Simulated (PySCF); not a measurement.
## Geometry relaxation of C$_{11}$H$_{10}$

C$_{11}$H$_{10}$, computed with PBE0-D3(BJ)/def2-SVP geometry optimisation, gas phase (PySCF 2.14.0).

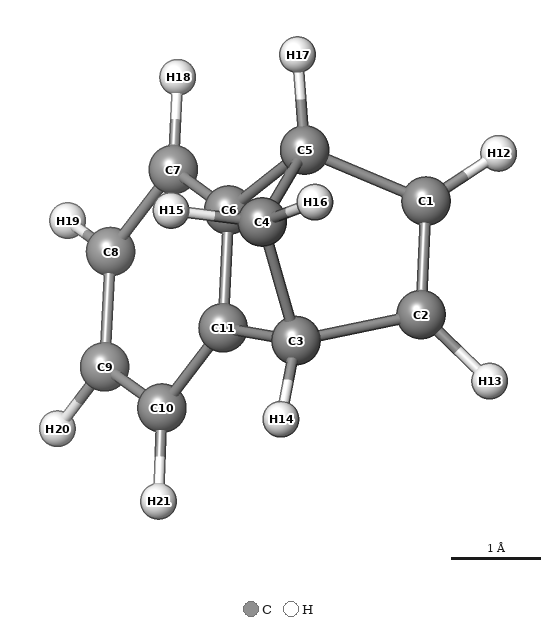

**Figure 1.** The starting structure (ball-and-stick view, seen at a tilt; atoms are numbered from 1 in the order of the input). Bond lengths as drawn: C–C 1.34 to 1.54 Å and C–H 1.05 to 1.12 Å.

## The input
```
{"job": {"xc": "PBE0", "basis": "def2-SVP", "d3": "d3bj", "grid": 1, "shake": 0.01, "kind": "geom"}, "charge": 0, "multiplicity": 1}
C     -1.752920    -1.301010    -0.326900
C     -1.698470    -0.437820    -1.353620
C     -1.148310     0.872420    -0.833110
C     -1.727920     0.873160     0.576560
C     -1.266700    -0.557880     0.892580
C      0.210120    -0.343260     0.635900
C      1.353690    -0.866610     1.220690
C      2.595580    -0.465430     0.704350
C      2.661730     0.413340    -0.333820
C      1.510970     0.923980    -0.937010
C      0.289720     0.538860    -0.429840
H     -2.073250    -2.303780    -0.325680
H     -1.946980    -0.598400    -2.395840
H     -1.286270     1.755400    -1.441420
H     -1.351710     1.621060     1.241840
H     -2.848610     0.962260     0.565870
H     -1.527790    -0.970660     1.862270
H      1.276300    -1.545340     2.058250
H      3.482810    -0.868600     1.154430
H      3.608100     0.706540    -0.725190
H      1.568730     1.614050    -1.787290
```

The first line tells a small driver script what to run in PySCF; the rest is the geometry in Å.

Machine: 1 CPU thread, shared host.

Launched with:
```bash
OMP_NUM_THREADS=1 python <driver script> task.json out
```

## The program's output
```
step   0  E = -424.36174915  max force = 0.045998
step   1  E = -424.36910679  max force = 0.007179
step   2  E = -424.36930914  max force = 0.001013
step   3  E = -424.36931755  max force = 0.001588
step   4  E = -424.36934749  max force = 0.000361
step   5  E = -424.36935000  max force = 0.000412
optimisation converged
```

## Trajectory as extended XYZ (Å, eV, eV/Å), 5 of the 6 frames kept, from step=0 to step=5
```
21
Properties=species:S:1:pos:R:3:forces:R:3 step=0 energy=-11547.47137
C    -1.7529   -1.3010   -0.3269   -0.2713   1.6146  -0.4718
C    -1.6985   -0.4378   -1.3536   -0.3915  -0.2470   0.0953
C    -1.1483    0.8724   -0.8331    0.8103  -0.3218   0.3789
C    -1.7279    0.8732    0.5766   -2.3653  -0.5814  -0.3346
C    -1.2667   -0.5579    0.8926    0.4041   0.1406   0.2512
C     0.2101   -0.3433    0.6359    0.5889  -0.6044   0.8154
C     1.3537   -0.8666    1.2207   -0.3982   0.4110  -0.3925
C     2.5956   -0.4654    0.7044   -0.7085  -0.7247   0.9665
C     2.6617    0.4133   -0.3338   -0.2389   0.4877  -0.8124
C     1.5110    0.9240   -0.9370   -0.2796   0.3107  -0.2631
C     0.2897    0.5389   -0.4298    0.2136   0.6324  -0.7909
H    -2.0732   -2.3038   -0.3257   -0.3339  -1.4711  -0.0931
H    -1.9470   -0.5984   -2.3958   -0.0084  -0.2135  -0.2519
H    -1.2863    1.7554   -1.4414   -0.0489   0.4090  -0.3647
H    -1.3517    1.6211    1.2418    0.6658   0.7444   0.6092
H    -2.8486    0.9623    0.5659    0.6081  -0.1251  -0.0136
H    -1.5278   -0.9707    1.8623   -0.0959  -0.1891   0.3456
H     1.2763   -1.5453    2.0583    0.0714  -0.3145   0.3230
H     3.4828   -0.8686    1.1544    0.6927  -0.1784   0.2167
H     3.6081    0.7065   -0.7252    0.9977   0.2791  -0.3304
H     1.5687    1.6140   -1.7873    0.0876  -0.0584   0.1171
21
Properties=species:S:1:pos:R:3:forces:R:3 step=1 energy=-11547.67158
C    -1.4993   -1.0718   -0.2848   -0.0630  -0.3691   0.0099
C    -1.4150   -0.2245   -1.3152    0.0062   0.0517  -0.0646
C    -0.8201    1.0807   -0.7811   -0.0808   0.1384  -0.1417
C    -1.4733    1.0714    0.6213    0.3141   0.2247   0.2128
C    -0.9549   -0.3488    0.9471   -0.0829  -0.0659   0.1092
C     0.5335   -0.1292    0.6981   -0.0335   0.1049  -0.1195
C     1.6751   -0.6353    1.2888   -0.0075  -0.1071   0.1308
C     2.9223   -0.2345    0.7862    0.0988   0.0607  -0.0825
C     3.0050    0.6563   -0.2823    0.1100  -0.0468   0.0484
C     1.8435    1.1706   -0.8781    0.0180   0.0246  -0.0674
C     0.6181    0.7685   -0.3833   -0.0919  -0.0789   0.1248
H    -1.8235   -2.1204   -0.2998    0.1028   0.2207  -0.0194
H    -1.6494   -0.4166   -2.3626    0.0140  -0.0220  -0.0117
H    -0.9611    1.9731   -1.4078    0.0075  -0.0637   0.0373
H    -1.0701    1.8482    1.2993   -0.0536  -0.1222  -0.1266
H    -2.5675    1.1266    0.5812   -0.1136   0.0114   0.0029
H    -1.2167   -0.7798    1.9223   -0.0071  -0.0008  -0.0204
H     1.6157   -1.3305    2.1326    0.0028   0.0292  -0.0428
H     3.8403   -0.6248    1.2358   -0.0506   0.0190  -0.0083
H     3.9863    0.9583   -0.6642   -0.0789  -0.0260   0.0509
H     1.9163    1.8707   -1.7137   -0.0108   0.0174  -0.0222
21
Properties=species:S:1:pos:R:3:forces:R:3 step=2 energy=-11547.67709
C    -1.4926   -1.0782   -0.2891   -0.0355   0.0404   0.0231
C    -1.4147   -0.2244   -1.3166   -0.0174   0.0229   0.0073
C    -0.8246    1.0843   -0.7828   -0.0333  -0.0185  -0.0016
C    -1.4625    1.0775    0.6282   -0.0485  -0.0142   0.0006
C    -0.9572   -0.3516    0.9479   -0.0130   0.0152  -0.0093
C     0.5297   -0.1287    0.6955    0.0233  -0.0314   0.0085
C     1.6684   -0.6391    1.2915   -0.0054   0.0521  -0.0463
C     2.9146   -0.2326    0.7877    0.0413  -0.0026  -0.0020
C     2.9981    0.6552   -0.2813    0.0274  -0.0020  -0.0046
C     1.8386    1.1682   -0.8853   -0.0086  -0.0175   0.0329
C     0.6129    0.7680   -0.3858    0.0372  -0.0243   0.0192
H    -1.8005   -2.1251   -0.3112    0.0287   0.0189  -0.0069
H    -1.6429   -0.4193   -2.3652    0.0166  -0.0099  -0.0050
H    -0.9655    1.9750   -1.4083   -0.0007  -0.0083   0.0071
H    -1.0488    1.8477    1.2993    0.0044  -0.0339  -0.0288
H    -2.5602    1.1422    0.5972   -0.0084   0.0120   0.0110
H    -1.2173   -0.7851    1.9219   -0.0083   0.0035  -0.0075
H     1.6081   -1.3335    2.1338   -0.0030   0.0051  -0.0107
H     3.8314   -0.6174    1.2411    0.0052   0.0012   0.0019
H     3.9792    0.9579   -0.6557    0.0016  -0.0027   0.0057
H     1.9111    1.8672   -1.7229   -0.0035  -0.0061   0.0055
21
Properties=species:S:1:pos:R:3:forces:R:3 step=4 energy=-11547.67813
C    -1.4964   -1.0752   -0.2895   -0.0018   0.0087   0.0068
C    -1.4163   -0.2223   -1.3173   -0.0032   0.0109  -0.0012
C    -0.8263    1.0841   -0.7818   -0.0020  -0.0037  -0.0040
C    -1.4665    1.0767    0.6281    0.0008  -0.0115  -0.0117
C    -0.9608   -0.3516    0.9477    0.0045   0.0022  -0.0054
C     0.5288   -0.1308    0.6960   -0.0024  -0.0055   0.0018
C     1.6699   -0.6379    1.2895   -0.0005   0.0053  -0.0017
C     2.9175   -0.2324    0.7873    0.0023  -0.0052   0.0067
C     3.0010    0.6551   -0.2813   -0.0119   0.0008   0.0013
C     1.8391    1.1665   -0.8825   -0.0064   0.0013   0.0015
C     0.6130    0.7661   -0.3841   -0.0083   0.0030  -0.0035
H    -1.7955   -2.1234   -0.3148    0.0022  -0.0186  -0.0040
H    -1.6353   -0.4204   -2.3674    0.0056  -0.0043  -0.0004
H    -0.9651    1.9753   -1.4063   -0.0035   0.0073  -0.0014
H    -1.0488    1.8438    1.2975    0.0090   0.0122   0.0104
H    -2.5645    1.1448    0.5995    0.0116   0.0008   0.0009
H    -1.2232   -0.7854    1.9207   -0.0039  -0.0005   0.0012
H     1.6100   -1.3327    2.1313    0.0018  -0.0022   0.0023
H     3.8335   -0.6171    1.2425    0.0024  -0.0020   0.0012
H     3.9814    0.9594   -0.6556    0.0041   0.0012  -0.0022
H     1.9096    1.8657   -1.7200   -0.0004  -0.0003   0.0013
21
Properties=species:S:1:pos:R:3:forces:R:3 step=5 energy=-11547.67820
C    -1.4961   -1.0755   -0.2905   -0.0031   0.0042   0.0049
C    -1.4162   -0.2220   -1.3178   -0.0053   0.0032  -0.0041
C    -0.8268    1.0845   -0.7822    0.0010  -0.0037   0.0024
C    -1.4656    1.0768    0.6280   -0.0002  -0.0028  -0.0005
C    -0.9610   -0.3520    0.9470    0.0021   0.0001   0.0012
C     0.5284   -0.1312    0.6957    0.0010  -0.0046   0.0008
C     1.6694   -0.6381    1.2898   -0.0031  -0.0033   0.0045
C     2.9173   -0.2329    0.7883   -0.0120   0.0059  -0.0059
C     2.9993    0.6552   -0.2801    0.0212   0.0058  -0.0055
C     1.8380    1.1673   -0.8820   -0.0017  -0.0074   0.0096
C     0.6121    0.7662   -0.3842   -0.0011   0.0008  -0.0054
H    -1.7929   -2.1249   -0.3169    0.0043  -0.0002  -0.0025
H    -1.6331   -0.4209   -2.3681    0.0030  -0.0020  -0.0014
H    -0.9658    1.9763   -1.4062   -0.0013  -0.0001   0.0019
H    -1.0463    1.8437    1.2976    0.0012  -0.0007   0.0001
H    -2.5631    1.1459    0.6003   -0.0042   0.0019   0.0018
H    -1.2238   -0.7860    1.9199   -0.0025   0.0009  -0.0003
H     1.6093   -1.3331    2.1315   -0.0012  -0.0001  -0.0002
H     3.8334   -0.6176    1.2433   -0.0013   0.0014  -0.0020
H     3.9798    0.9597   -0.6546    0.0018   0.0007  -0.0005
H     1.9089    1.8668   -1.7191    0.0015  -0.0001   0.0011
```

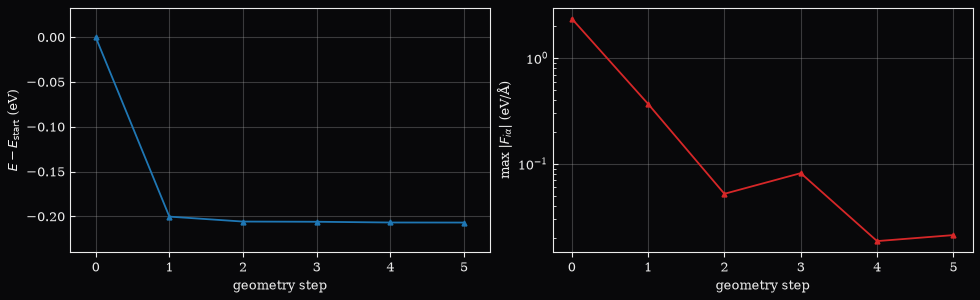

**Figure 2.** Progress of the relaxation, step by step (steps are counted from 0).

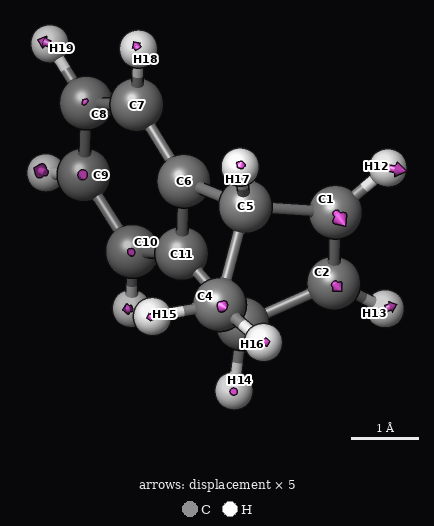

**Figure 3.** The starting structure with the displacements as pink arrows, magnified 5 times (ball-and-stick view, seen at a tilt). The two geometries are laid on each other by the best rigid fit. The energy falls by 0.207 eV in 5 geometry steps. The largest force component goes from 2.4 to 0.021 eV/Å. The atom that moves furthest after the best rigid fit is C1 (0.069 Å). By element the largest moves are C 0.069 Å, H 0.063 Å. Among the contacts that change: C1–H12 1.053 → 1.091 Å, C4–H15 1.069 → 1.101 Å, C8–C9 1.362 → 1.392 Å, C4–H16 1.124 → 1.100 Å. Among the angles that change: C3–C4–H15 116.2° → 113.2°, H15–C4–H16 107.5° → 110.6°, C1–C5–C4 101.3° → 99.0°. (Atoms are counted from 1 in the order of the input.)

## Key numbers

| quantity | value |
| --- | --- |
| outcome | converged |
| total energy | −424.369350 hartree |
| dipole moment | 0.50 D |
| point group | Cs |
| wall time | 3.6 min |
| peak memory | 0.87 GiB |
